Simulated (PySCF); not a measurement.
# C₅H₁₀F₂OSi (SMILES FC(F)[C@H]1C[SiH2]CCO1): what the fields show

The calculation's input:

```
{"job": {"kind": "uv", "xc": "PBE0", "basis": "def2-SVPD", "ip": true}, "charge": 0, "multiplicity": 1}
F      2.886883     1.473917     0.618513
C      1.839016     0.994450     1.326489
F      2.255896    -0.103882     1.987835
C      0.703812     0.655339     0.374124
C      1.071102    -0.486399    -0.571792
Si    -0.433501    -0.970636    -1.600364
C     -1.849664    -0.861470    -0.355753
C     -1.649237     0.358561     0.543319
O     -0.400079     0.372109     1.190809
H      1.525553     1.749676     2.067551
H      0.514579     1.581416    -0.210426
H      1.380356    -1.350655     0.038642
H      1.930979    -0.197576    -1.195418
H     -0.297632    -2.332496    -2.200024
H     -0.646459     0.022142    -2.702537
H     -1.851747    -1.772783     0.265679
H     -2.830601    -0.806732    -0.854956
H     -1.778386     1.292115    -0.043799
H     -2.400359     0.378317     1.347879
```

Run with:

```sh
OMP_NUM_THREADS=1 python probes_run.py task.json out
```

Geometry: PBE0-D3(BJ)/def2-SVP.

The calculation used PBE0/def2-SVPD, SCF density, gas phase in PySCF 2.14.0.

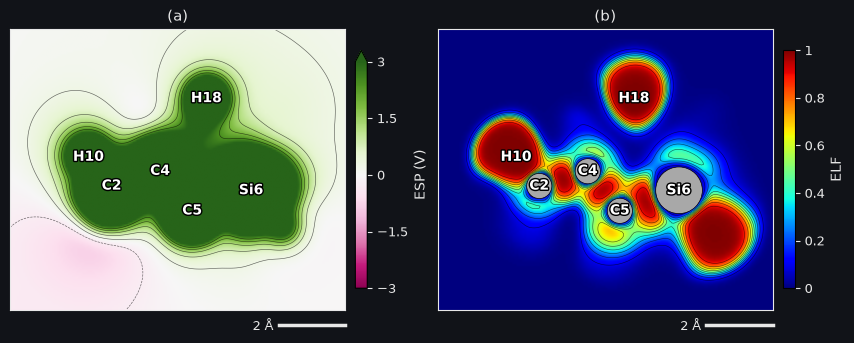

Figure 1. (a) molecular electrostatic potential; (b) ELF on the plane of atoms C2, C4 and C5. Grey discs cover the atomic cores in the ELF map.

> Describe what can be read from this map.

Atoms in the plane: C, Si and H. C–C (1.52 Å): the ELF peaks at about 1 between the atoms; a covalent bond. C–Si (1.89 Å): the ELF peaks at about 0.95 between the atoms: a shared electron pair. C–H (1.10 Å): the ELF climbs to about 1 towards the hydrogen, as it does in any bond to H (a covalent bond by its length). Outside the dense part of the molecule the potential is most negative (−0.8 V) near F3, which lies off the plane.

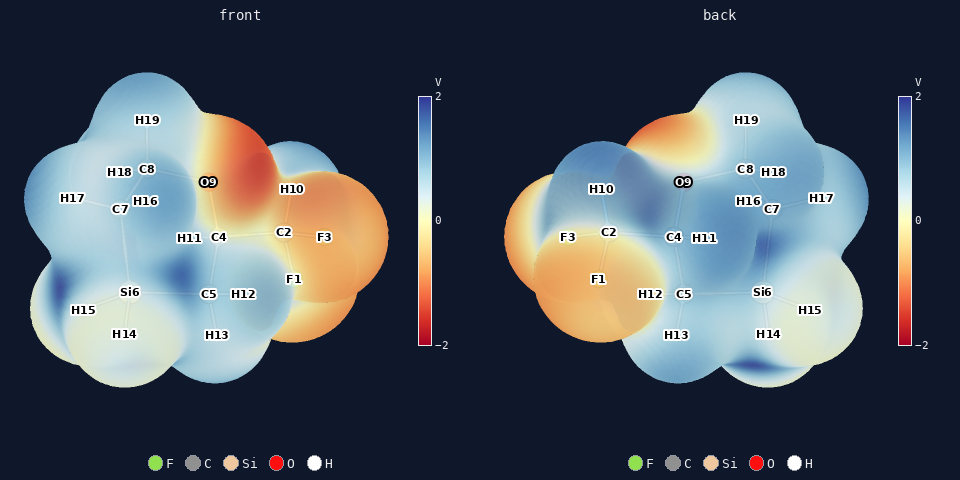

Figure 2. The molecular electrostatic potential painted on the density surface at 0.004 e/bohr³, seen from the front and from behind; the colour scale runs from red (negative) to blue (positive).

> Describe the electrostatic potential map.

The most negative region (about −1.4 V) lies over O9, the most positive (about +1.7 V) over Si6. O9 is the likeliest acceptor of a hydrogen bond.

> How polar is the molecule by this calculation?

Its dipole moment is 2.47 D.
